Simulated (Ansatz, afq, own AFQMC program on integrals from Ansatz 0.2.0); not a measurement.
**BCN (triplet): AFQMC on the coupled-cluster ladder at angle B1–C2–N3 = 84.4°, cc-pVDZ**

How near does AFQMC come to the top of the ladder for BCN (triplet)?

The runs use Ansatz 0.2.0, Gaussian basis, and an in-house AFQMC program (afq) on its integrals; all values are calculated; cc-pVDZ, frozen cores.

Plan: PBE (unrestricted); r2SCAN (unrestricted); PBE0 (unrestricted); B3LYP (unrestricted); wB97M-V (unrestricted); B2PLYP (unrestricted); CCSD(T) on UHF; CCSDT(Q) on UHF; Phaseless AFQMC, CISD trial on UHF; Free-projection AFQMC, CISD trial on UHF.

1 further run of the same task is left out (it didn't finish). Runs told in other sessions of the task aren't counted.

### Step 1. What is computed

The geometry derives from a PBE0/def2-TZVP stationary point (not a proven minimum). One angle is set to the value named; bond lengths are kept.

3 atoms, charge 0, spin multiplicity 3.

Atoms are counted from 1 here; the program's logs count them from 0.

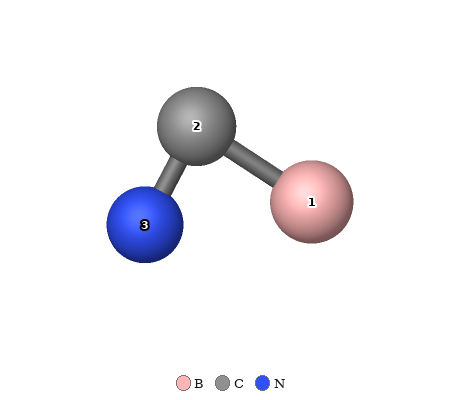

The geometry (boron pink, carbon grey, nitrogen blue); atoms are numbered from 1 in the order of the file.

Geometry (Å):

```xyz
3
CBN
B     0.4300    0.0000    0.9871
C    -0.6448    0.0000    0.0125
N     0.2211    0.0000   -0.7726
```

### Step 2. PBE (unrestricted)

in.yaml reads:

```yaml
crystal:
  periodic: [false, false, false]
  atoms:
    - {symbol: B, position_ang: [0.429959, 0.000000, 0.987052]}
    - {symbol: C, position_ang: [-0.644800, 0.000000, 0.012520]}
    - {symbol: N, position_ang: [0.221052, 0.000000, -0.772587]}
basis:
  gaussian: {orbitals: cc-pVDZ}
magnetization: {spin_polarized: true, initial_magnetization: 2}
hamiltonian: {xc: {name: PBE}}
output: {orbitals: {seedname: orbitals}}
```

Started as:

```console
$ ansatz run in.yaml --threads 1 --pin off --events-out ev --progress --plain --max-ram 1382MiB
```

Log:

```text
Functional definition: PBE
  name "PBE"
  cite "Perdew, Burke & Ernzerhof, Phys. Rev. Lett. 77, 3865 (1996) doi:10.1103/PhysRevLett.77.3865"
  parent pbe
  parameter kappa = 0.804
  parameter beta = 0.06672455060314922
  exchange = pbe_x(kappa = kappa, mu = beta*pi^2/3)
  correlation = pbe_c(beta = beta)
532 factors; their error is unknown
mean field evaluation 1: about -3187.0144 eV, gradient 3.2e1 eV
mean field evaluation 2: about -3125.2592 eV, gradient 1.0e2 eV
mean field evaluation 4: about -3191.8457 eV, gradient 1.5e1 eV
mean field evaluation 8: about -3192.8285 eV, gradient 1.3e-1 eV
mean field evaluation 16: about -3192.8030 eV, gradient 3.2e-5 eV
mean field evaluation 32: about -3192.2343 eV, gradient 9.4e-1 eV
mean field -3192.80304396 eV, -117.3333477060 hartree, gradient 6.5e-6 eV, S^2 2.008410; 4 other end points of the search recorded, 0 dependent functions left out
reference -3192.80306773 eV, -117.3333485795 hartree; 10, 8 occupied and 32, 34 virtual orbitals, 532 factors
Total energy: -3192.80306773 eV, -117.3333485795 hartree
```

Wall time 0.6 s (1 thread of AMD EPYC 9R45 (Zen 5), shared host).

From the report: ⟨S²⟩ of the determinant 2.008 (pure triplet: 2.00).

### Step 3. r2SCAN (unrestricted)

in.yaml, as its differences from that of step 2:

```diff
@@ -9,3 +9,2 @@
 magnetization: {spin_polarized: true, initial_magnetization: 2}
-hamiltonian: {xc: {name: PBE}}
-output: {orbitals: {seedname: orbitals}}
+hamiltonian: {xc: {name: r2SCAN}}
```

Launched as before.

Log:

```text
Functional definition: r2SCAN
  name "r2SCAN"
  cite "Furness, Kaplan, Ning, Perdew & Sun, J. Phys. Chem. Lett. 11, 8208 (2020) doi:10.1021/acs.jpclett.0c02405"
  cite "Furness, Kaplan, Ning, Perdew & Sun, J. Phys. Chem. Lett. 11, 9248 (2020) doi:10.1021/acs.jpclett.0c03077"
  parent r2scan
  parameter k0 = 0.174
  parameter k1 = 0.065
  parameter a1 = 4.9479
  exchange = r2scan_x(k0 = k0, k1 = k1, a1 = a1)
  correlation = r2scan_c
532 factors; their error is unknown
mean field evaluation 1: about -3190.1922 eV, gradient 2.9e1 eV
mean field evaluation 2: about -3146.3468 eV, gradient 8.9e1 eV
mean field evaluation 4: about -3194.6434 eV, gradient 1.1e1 eV
mean field evaluation 8: about -3195.2050 eV, gradient 1.6e-1 eV
mean field evaluation 16: about -3195.1799 eV, gradient 6.2e-4 eV
mean field evaluation 32: about -3194.6281 eV, gradient 8.8e-1 eV
mean field -3195.17986801 eV, -117.4206943787 hartree, gradient 2.1e-5 eV, S^2 2.014183; 4 other end points of the search recorded, 0 dependent functions left out
reference -3195.17987558 eV, -117.4206946568 hartree; 10, 8 occupied and 32, 34 virtual orbitals, 532 factors
Total energy: -3195.17987558 eV, -117.4206946568 hartree
```

It took 1.2 s on 1 thread of AMD EPYC 9R45 (Zen 5), shared host.

From the report: ⟨S²⟩ of the determinant 2.014 (pure triplet: 2.00).

### Step 4. PBE0 (unrestricted)

in.yaml, as its differences from that of step 3:

```diff
@@ -9,2 +9,3 @@
 magnetization: {spin_polarized: true, initial_magnetization: 2}
-hamiltonian: {xc: {name: r2SCAN}}
+hamiltonian: {xc: {name: PBE0}}
+output: {orbitals: {seedname: orbitals}}
```

The command is unchanged.

Log:

```text
Functional definition: PBE0
  name "PBE0"
  cite "Adamo & Barone, J. Chem. Phys. 110, 6158 (1999) doi:10.1063/1.478522"
  cite "Perdew, Burke & Ernzerhof, Phys. Rev. Lett. 77, 3865 (1996) doi:10.1103/PhysRevLett.77.3865"
  parent pbe
  parameter a = 0.25
  parameter kappa = 0.804
  parameter beta = 0.06672455060314922
  exchange = (1 - a)*pbe_x(kappa = kappa, mu = beta*pi^2/3) + a*exact_x
  correlation = pbe_c(beta = beta)
404 factors; integrals over basis functions are off by at most 6.3e-4 eV
mean field evaluation 1: about -3188.5800 eV, gradient 2.7e1 eV
mean field evaluation 2: about -3167.7711 eV, gradient 6.8e1 eV
mean field evaluation 4: about -3192.5822 eV, gradient 6.3e0 eV
mean field evaluation 8: about -3192.9296 eV, gradient 1.8e-1 eV
mean field evaluation 16: about -3192.9307 eV, gradient 7.3e-5 eV
mean field -3192.93072580 eV, -117.3380399270 hartree, gradient 1.8e-6 eV, S^2 2.012248; 1 other end points of the search recorded, 0 dependent functions left out
reference -3192.93074371 eV, -117.3380405850 hartree; 10, 8 occupied and 32, 34 virtual orbitals, 404 factors
Total energy: -3192.93074371 eV, -117.3380405850 hartree
```

It took 0.45 s on 1 thread of AMD EPYC 9R45 (Zen 5), shared host.

From the report: ⟨S²⟩ of the determinant 2.012 (pure triplet: 2.00).

### Step 5. B3LYP (unrestricted)

in.yaml, as its differences from that of step 4:

```diff
@@ -9,3 +9,2 @@
 magnetization: {spin_polarized: true, initial_magnetization: 2}
-hamiltonian: {xc: {name: PBE0}}
-output: {orbitals: {seedname: orbitals}}
+hamiltonian: {xc: {name: B3LYP}}
```

The command is unchanged.

Log, shortened:

```text
Functional definition: B3LYP
  name "B3LYP"
  cite "Stephens, Devlin, Chabalowski & Frisch, J. Phys. Chem. 98, 11623 (1994) doi:10.1021/j100096a001"
  cite "Becke, Phys. Rev. A 38, 3098 (1988) doi:10.1103/PhysRevA.38.3098"
  cite "Lee, Yang & Parr, Phys. Rev. B 37, 785 (1988) doi:10.1103/PhysRevB.37.785"
  cite "Vosko, Wilk & Nusair, Can. J. Phys. 58, 1200 (1980) doi:10.1139/p80-159"
[...]
404 factors; integrals over basis functions are off by at most 6.3e-4 eV
[...]
mean field -3196.85239562 eV, -117.4821586348 hartree, gradient 1.7e-5 eV, S^2 2.008412; 1 other end points of the search recorded, 0 dependent functions left out
reference -3196.85255416 eV, -117.4821644610 hartree; 10, 8 occupied and 32, 34 virtual orbitals, 404 factors
Total energy: -3196.85255416 eV, -117.4821644610 hartree
```

It took 0.42 s on 1 thread of AMD EPYC 9R45 (Zen 5), shared host.

From the report: ⟨S²⟩ of the determinant 2.008 (pure triplet: 2.00).

### Step 6. wB97M-V (unrestricted)

in.yaml, as its differences from that of step 5:

```diff
@@ -9,2 +9,3 @@
 magnetization: {spin_polarized: true, initial_magnetization: 2}
-hamiltonian: {xc: {name: B3LYP}}
+hamiltonian: {xc: {name: wB97M-V}}
+output: {orbitals: {seedname: orbitals}}
```

The command is unchanged.

Log, shortened:

```text
Functional definition: wB97M-V
  name "wB97M-V"
  cite "Mardirossian & Head-Gordon, J. Chem. Phys. 144, 214110 (2016) doi:10.1063/1.4952647"
  cite "Becke, J. Chem. Phys. 107, 8554 (1997) doi:10.1063/1.475007"
  cite "Vydrov & Van Voorhis, J. Chem. Phys. 133, 244103 (2010) doi:10.1063/1.3521275"
  # Of w^i u^j: cxij and so on, Table III.
[...]
  gx(w, u) = 1 - cx + cx01*u + cx10*w
  gss(w, u) = css00 + css04*u^4 + css10*w + css20*w^2 + css43*w^4*u^3
  gos(w, u) = cos00 + cos10*w + (cos20 + cos21*u)*w^2 + (cos60 + cos61*u)*w^6
[...]
      + integral(e_c_pw_mod_opposite_spin*gos(b97_w_opposite, b97_u_opposite)) + vv10(b, c)
404 factors; integrals over basis functions are off by at most 6.3e-4 eV
115 factors; integrals over basis functions are off by at most 3.3e-6 eV
[...]
mean field -3195.83698218 eV, -117.4448428790 hartree, gradient 1.3e-5 eV, S^2 2.007980; 1 other end points of the search recorded, 0 dependent functions left out
reference -3195.83700772 eV, -117.4448438175 hartree; 10, 8 occupied and 32, 34 virtual orbitals, 404 factors
Total energy: -3195.83700772 eV, -117.4448438175 hartree
```

Wall time 1.3 s (1 thread of AMD EPYC 9R45 (Zen 5), shared host).

From the report: ⟨S²⟩ of the determinant 2.008 (pure triplet: 2.00).

### Step 7. B2PLYP (unrestricted)

in.yaml, as its differences from that of step 6:

```diff
@@ -9,3 +9,3 @@
 magnetization: {spin_polarized: true, initial_magnetization: 2}
-hamiltonian: {xc: {name: wB97M-V}}
-output: {orbitals: {seedname: orbitals}}
+hamiltonian: {xc: {name: B2PLYP}}
+correlation: {electrons: outside_noble_gas}
```

The command is unchanged.

Log, shortened:

```text
Functional definition: B2PLYP
  name "B2PLYP"
  cite "Grimme, J. Chem. Phys. 124, 034108 (2006) doi:10.1063/1.2148954"
  cite "Becke, Phys. Rev. A 38, 3098 (1988) doi:10.1103/PhysRevA.38.3098"
  cite "Lee, Yang & Parr, Phys. Rev. B 37, 785 (1988) doi:10.1103/PhysRevB.37.785"
[...]
404 factors; integrals over basis functions are off by at most 6.3e-4 eV
[...]
mean field -3190.77865531 eV, -117.2589527951 hartree, gradient 4.2e-6 eV, S^2 2.016950; 2 other end points of the search recorded, 0 dependent functions left out
3 core orbitals not correlated: weight in the atoms' cores, before any rotation towards them, 1.000 or more for the frozen orbitals, at most 0.000 for the correlated occupied ones
reference -3190.77875596 eV, -117.2589564941 hartree; 7, 5 occupied and 32, 34 virtual orbitals, 404 factors
second order -10.66993633 eV of doubles, -0.00000000 eV of singles
Total energy: -3193.65963877 eV, -117.3648269846 hartree
```

Run time: 0.6 s. Hardware: 1 thread of AMD EPYC 9R45 (Zen 5), shared host.

From the report: ⟨S²⟩ of the determinant 2.017 (pure triplet: 2.00).

### Step 8. CCSD(T) on UHF

in.yaml, as its differences from that of step 7:

```diff
@@ -9,3 +9,2 @@
 magnetization: {spin_polarized: true, initial_magnetization: 2}
-hamiltonian: {xc: {name: B2PLYP}}
-correlation: {electrons: outside_noble_gas}
+correlation: {method: ccsd_t, electrons: outside_noble_gas, hamiltonian_folder: ham}
```

Same command.

Log, shortened:

```text
Functional definition: HF
  name "HF"
  cite "Fock, Z. Phys. 61, 126 (1930) doi:10.1007/BF01340294"
  parent pbe
[...]
404 factors; integrals over basis functions are off by at most 6.3e-4 eV
[...]
mean field -3178.78373088 eV, -116.8181474527 hartree, gradient 7.5e-6 eV, S^2 2.064077; 6 other end points of the search recorded, 0 dependent functions left out
determinant -3178.78373088 eV, -116.8181474527 hartree, with singles and doubles -3187.49566820 eV, -117.1383052440 hartree
determinant -3178.45239664 eV, -116.8059711442 hartree, with singles and doubles -3187.02680931 eV, -117.1210749978 hartree
determinant -3175.35328402 eV, -116.6920808560 hartree, with singles and doubles -3183.97788750 eV, -117.0090291879 hartree
determinant -3178.78373088 eV, -116.8181474527 hartree, with singles and doubles -3187.49746249 eV, -117.1383711831 hartree
determinant -3178.45239664 eV, -116.8059711442 hartree, with singles and doubles -3187.03172462 eV, -117.1212556322 hartree
3 core orbitals not correlated: weight in the atoms' cores, before any rotation towards them, 1.000 or more for the frozen orbitals, at most 0.000 for the correlated occupied ones
reference -3178.78373088 eV, -116.8181474527 hartree; 7, 5 occupied and 32, 34 virtual orbitals, 404 factors
second order -8.27032384 eV of doubles, -0.00000000 eV of singles
cycle   1  -8.71373083 eV  change    7.9e-7 eV  update   3.8e-6
perturbative correction -0.42816171 eV, -0.0157346527 hartree
Total energy: -3187.92562341 eV, -117.1541058068 hartree
```

It took 1.5 s on 1 thread of AMD EPYC 9R45 (Zen 5), shared host.

From the report: ⟨S²⟩ of the determinant 2.064 (pure triplet: 2.00); correlation -9.1419 eV; T1 0.028; largest double amplitude 0.06.

This run also writes the integrals to the folder ham.

### Step 9. CCSDT(Q) on UHF

in.yaml, as its differences from that of step 8:

```diff
@@ -9,2 +9,2 @@
 magnetization: {spin_polarized: true, initial_magnetization: 2}
-correlation: {method: ccsd_t, electrons: outside_noble_gas, hamiltonian_folder: ham}
+correlation: {method: ccsdt_q, electrons: outside_noble_gas}
```

Launched as before.

Log, shortened:

```text
Functional definition: HF
  name "HF"
  cite "Fock, Z. Phys. 61, 126 (1930) doi:10.1007/BF01340294"
  parent pbe
[...]
795 factors; integrals over basis functions are off by at most 1.5e-7 eV
[...]
mean field -3178.78377302 eV, -116.8181490015 hartree, gradient 5.2e-6 eV, S^2 2.064077; 8 other end points of the search recorded, 0 dependent functions left out
determinant -3178.78377302 eV, -116.8181490015 hartree, with singles and doubles -3187.49570360 eV, -117.1383065453 hartree
determinant -3178.45244591 eV, -116.8059729549 hartree, with singles and doubles -3187.02685123 eV, -117.1210765383 hartree
determinant -3175.35331863 eV, -116.6920821279 hartree, with singles and doubles -3183.97794386 eV, -117.0090312591 hartree
determinant -3178.78377302 eV, -116.8181490015 hartree, with singles and doubles -3187.49749813 eV, -117.1383724930 hartree
determinant -3178.45244591 eV, -116.8059729549 hartree, with singles and doubles -3187.03176677 eV, -117.1212571812 hartree
3 core orbitals not correlated: weight in the atoms' cores, before any rotation towards them, 1.000 or more for the frozen orbitals, at most 0.000 for the correlated occupied ones
reference -3178.78377302 eV, -116.8181490015 hartree; 7, 5 occupied and 32, 34 virtual orbitals, 795 factors
second order -8.27032962 eV of doubles, -0.00000000 eV of singles
cycle   1  -8.27330902 eV  change   -3.0e-3 eV  update   1.0e-1
[...]
cycle  22  -9.16830569 eV  change   -4.6e-7 eV  update   3.2e-7
perturbative correction -0.04738834 eV, -0.0017414895 hartree
Total energy: -3187.99946705 eV, -117.1568195105 hartree
```

It took 14 s on 1 thread of AMD EPYC 9R45 (Zen 5), shared host; peak memory 0.42 GiB.

From the report: ⟨S²⟩ of the determinant 2.064 (pure triplet: 2.00); correlation -9.2157 eV; T1 0.031; largest double amplitude 0.07.

### Step 10. Phaseless AFQMC, CISD trial on UHF

It reads the integrals that the CCSD(T) run on this determinant wrote.

Started as:

```console
$ afq ham --method phaseless --trial cisd --walkers 60 --populations 1 --least-time 40 --time-step 0.005 --steps-per-block 50 --equilibration-blocks 28 --max-blocks 300 --target-error 0.00042 --factor-cut 1e-05 --start spin_pure --seed 2400 --release-times 0.24,0.51,0.99,1.62,2.4 --release-step 0.03 --release-every 4 --taylor-order 6
```

Log:

```text
orbitals 39  electrons 7 5  factors 315 of 404
reference energy -116.81814745 Eh
CCSD correlation -0.32022363 Eh in 13 cycles, weight of the determinant in the CISD state 0.8576
energy of the start -117.134700 Eh
 block  time / (1/Eh)  mean weight  energy / Eh
     1     0.250  1.0010  -117.134478
     2     0.500  1.0007  -117.140016
     3     0.750  0.9998  -117.140593
     4     1.000  1.0009  -117.146212
     5     1.250  0.9999  -117.145016
     6     1.500  0.9994  -117.149963
     7     1.750  1.0011  -117.165818
     8     2.000  1.0016  -117.166674
     9     2.250  0.9975  -117.154576
    10     2.500  1.0015  -117.150243
    17     4.250  1.0004  -117.147165
    25     6.250  1.0009  -117.145775
    33     8.250  0.9988  -117.154915
    41    10.250  0.9991  -117.153533
    49    12.250  0.9983  -117.148871
    57    14.250  1.0015  -117.164767
    65    16.250  1.0017  -117.147008
    73    18.250  0.9991  -117.146733
    81    20.250  1.0008  -117.154156
    89    22.250  1.0046  -117.144906
    97    24.250  1.0000  -117.153488
   105    26.250  0.9994  -117.193885
   113    28.250  0.9997  -117.154291
   121    30.250  1.0016  -117.156108
   129    32.250  1.0009  -117.160681
   137    34.250  0.9999  -117.160871
   145    36.250  0.9998  -117.155788
   153    38.250  1.0013  -117.148576
   161    40.250  1.0024  -117.170535
   169    42.250  1.0011  -117.135107
   177    44.250  0.9988  -117.175214
   185    46.250  1.0010  -117.160724
   193    48.250  1.0011  -117.151202
   201    50.250  1.0013  -117.145678
   209    52.250  0.9998  -117.163743
   217    54.250  0.9983  -117.150598
   225    56.250  1.0005  -117.153640
   233    58.250  1.0012  -117.141637
   241    60.250  0.9985  -117.153340
   249    62.250  1.0005  -117.145770
   257    64.250  1.0001  -117.153585
   265    66.250  0.9993  -117.154541
   273    68.250  0.9978  -117.154795
   281    70.250  1.0022  -117.151812
   289    72.250  1.0021  -117.155745
   297    74.250  1.0018  -117.147485
   305    76.250  1.0013  -117.153692
   313    78.250  0.9968  -117.148587
   321    80.250  1.0028  -117.161740
blocks merged  error / Eh  count
     1  0.000565  300
     2  0.000698  150
     4  0.000779  75
     8  0.000914  37
    16  0.000948  18
    32  0.001134  9
released: time / (1/Eh)  energy / Eh  error  mean overlap
  0.24  -117.155795  0.000928  0.9945
  0.51  -117.155912  0.000689  0.9897
  0.99  -117.155315  0.000821  1.0139
  1.62  -117.156755  0.000956  1.0126
  2.40  -117.157531  0.001332  1.0005
energy -117.155024 +/- 0.000948 Eh
```

It took 4.3 min on 1 thread of AMD EPYC 9R45 (Zen 5), shared host.

Energy -3187.9506 ± 0.0258 eV. Caveats: constraint bias not in the error; error above the target.

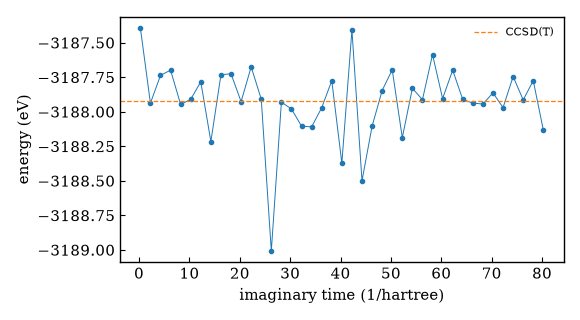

Block energies along the walk.

### Step 11. Free-projection AFQMC, CISD trial on UHF

It reads the integrals that the CCSD(T) run on this determinant wrote.

Started as:

```console
$ afq ham --method free --trial cisd --walkers 60 --time-step 0.03 --max-blocks 80 --target-error 0.00042 --factor-cut 1e-05 --seed 7756 --times 0,0.21,0.42,0.81,1.2,1.8,2.4,3 --taylor-order 8
```

Log:

```text
orbitals 39  electrons 7 5  factors 315 of 404
reference energy -116.81814745 Eh
CCSD correlation -0.32022363 Eh in 13 cycles, weight of the determinant in the CISD state 0.8576
repeat  energy at the last time / Eh  error
    10  -117.158878  0.005825
    20  -117.158784  0.003465
    30  -117.156190  0.002386
    40  -117.156374  0.001948
    50  -117.156188  0.001597
    60  -117.156150  0.001365
    70  -117.155788  0.001237
    80  -117.156477  0.001166
time / (1/Eh)  energy / Eh  error  mean overlap
  0.00  -117.137979  0.000368  1.1634
  0.21  -117.146887  0.000421  1.1566
  0.42  -117.150866  0.000493  1.1577
  0.81  -117.153116  0.000476  1.1673
  1.20  -117.153887  0.000597  1.1780
  1.80  -117.155157  0.000665  1.1697
  2.40  -117.156468  0.000936  1.1842
  3.00  -117.156477  0.001166  1.2170
energy -117.156477 +/- 0.001166 Eh
```

It took 2.7 min on 1 thread of AMD EPYC 9R45 (Zen 5), shared host.

Energy -3187.9902 ± 0.0317 eV. Caveats: remainder of the start not in the error; error above the target.

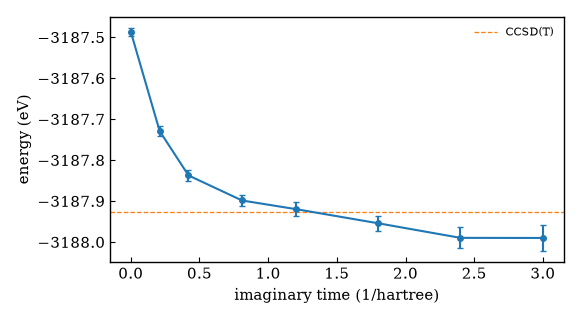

Energy against projection time, with error bars.

### Step 12. AFQMC on the ladder

On the UHF determinant, counted from CCSDT(Q) (a yardstick, not exact):

```csv
level,energy (eV),from CCSDT(Q) (meV),statistical error (meV),time
HF,-3178.7837,+9215.7,,
MP2,-3187.0541,+945.4,,
CCSD,-3187.4975,+502.0,,
CCSD(T),-3187.9256,+73.8,,
CCSDT(Q),-3187.9995,0.0,,
"Phaseless AFQMC, CISD trial, step 0.005, 60 walkers",-3187.9506,+48.8,25.8,4.3 min
"Free-projection AFQMC, CISD trial, step 0.03, 60 walkers",-3187.9902,+9.3,31.7,2.7 min
```

The functionals' totals stand on their own zeros and serve differences with other points: PBE -3192.803 eV; r2SCAN -3195.180 eV; PBE0 -3192.931 eV; B3LYP -3196.853 eV; wB97M-V -3195.837 eV; B2PLYP -3193.660 eV.

### Step 13. What came out

```
                                              quantity             value
                          CCSD(T) on UHF from CCSDT(Q)         +73.8 meV
      Phaseless AFQMC, CISD trial on UHF from CCSDT(Q)  +48.8 ± 25.8 meV
Free-projection AFQMC, CISD trial on UHF from CCSDT(Q)   +9.3 ± 31.7 meV
```

On UHF the phaseless walk with the CISD trial lies +48.8 meV from CCSDT(Q), within three error bars. Free projection has no constraint; at the last time it gives +9.3 ± 31.7 meV, and from a start that isn't spin pure other spins can mix in. Error bars are statistical and leave out the constraint, the time step and what remains of the start.
